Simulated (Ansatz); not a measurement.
System: Ni3PdC.

The calculation's input:

```
crystal:
  lattice:
    - [3.8045635417, 0.0, 0.0]
    - [0.0, 3.8045635417, 0.0]
    - [0.0, 0.0, 3.8045635417]
  atoms:
    - { symbol: Pd, position: [0.0, 0.0, 0.0] }
    - { symbol: C, position: [0.5, 0.5, 0.5] }
    - { symbol: Ni, position: [0.5, 0.5, 0.0], spin: 1.0 }
    - { symbol: Ni, position: [0.5, 0.0, 0.5], spin: 1.0 }
    - { symbol: Ni, position: [0.0, 0.5, 0.5], spin: -1.0 }
basis:
  ecutwfc: 420
kpoints:
  mp_grid: { grid: [10, 10, 10] }
hamiltonian:
  xc: pbe
scf:
  occupations: { method: gaussian, width: 0.1 }
  lower_state_search: "off"
output:
  forces: true
  stress: true
  eigenvalues: true
  populations: true
  write_density: true
  write_potential: true
  elf: true
  volumetric_format: npy
magnetization:
  spin_polarized: true
```

Command:

```sh
ansatz run input.yaml --threads 1 --pin off --max-ram 2560MiB --backend cpu --events-out ev --progress --plain --runs-dir out
```

Below, planes, directions and counts refer to the conventional cell (a = 3.80 Å, b = 3.80 Å, c = 3.80 Å, α = 90.00°, β = 90.00°, γ = 90.00°).

Space group Pm-3m; started from the antiperovskite prototype, which need not be the ambient phase; the program warned that a starting moment wasn't kept; spin-polarised, but the moments vanished.

Method: DFT PBE, scalar-relativistic, plane waves, PAW in Ansatz.

Q: Predict the valence pseudo-density and electron localisation function between the atoms.

A: Ni–C (1.90 Å): the density is about 0.81 e/Å³ at the midpoint; the ELF peaks at about 0.75 in the valence shell of C, 0.6 Å from its nucleus, and is about 0.30 at the midpoint.
Ni–Pd (2.69 Å): ρ is about 0.28 e/Å³ halfway; the ELF is about 0.20 at the midpoint: no localised pair shows between them.

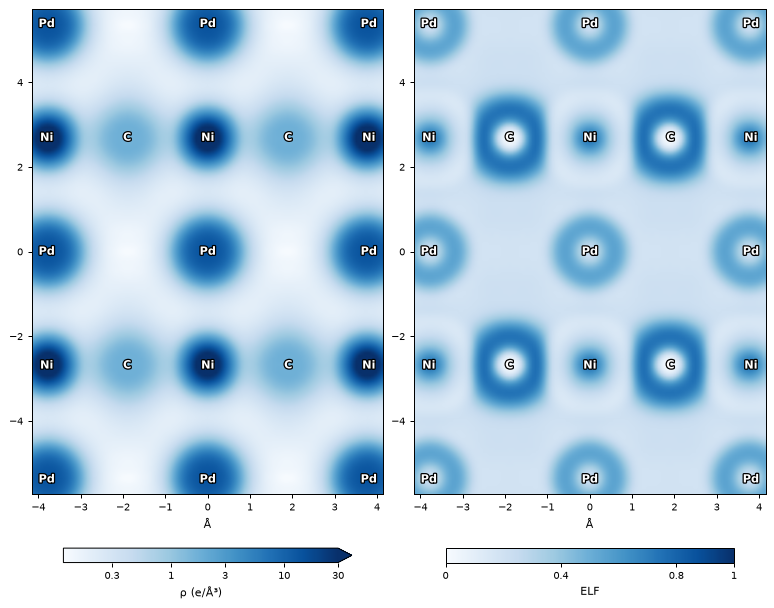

Computed valence pseudo-density and electron localisation function on the (011) plane of the conventional cell, in this order. 

In a PAW calculation such maps are meaningful between the atoms, not at the nuclei.
